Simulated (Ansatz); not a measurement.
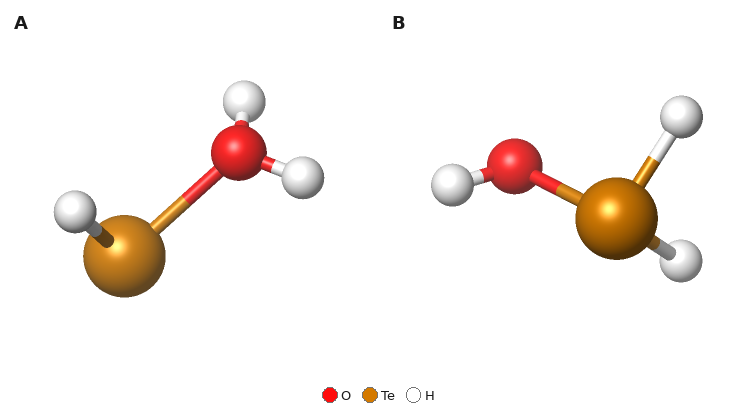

2 stationary structures of one formula. State: charge +1, singlet. Geometries: PBE-D4/def2-SVP. Electronic energies: PBE-D4/def2-SVP (Ansatz 0.2.0), without zero-point energy. No frequency run is at hand to confirm each as a minimum.

### Rank them by energy, lowest first.

A is lowest (Cs); B lies 0.440 eV above it (Cs).
